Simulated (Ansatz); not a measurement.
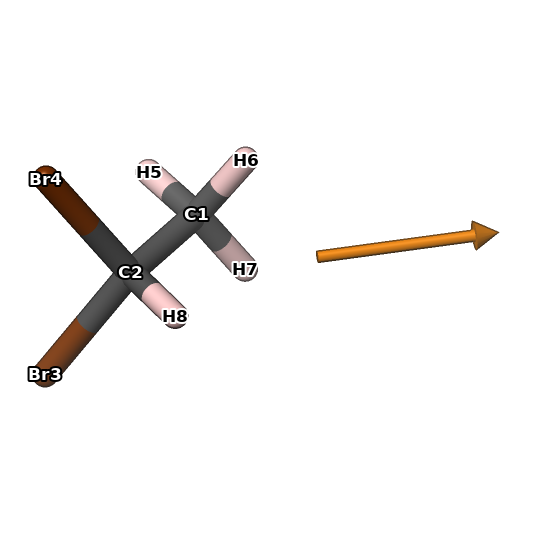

The arrow beside the molecule shows the direction of the dipole moment, from the negative to the positive end (its length means nothing). The geometry was computed by an optimisation with PBE0-D4/def2-TZVP. Properties computed with RKS PBE0-D4/def2-TZVP (Ansatz 0.2.0).

Estimate the dipole moment.

Answer. 1.99 D; it points from the side of Br3, Br4 to the side of H6, H7 (the outermost atoms at the two ends).
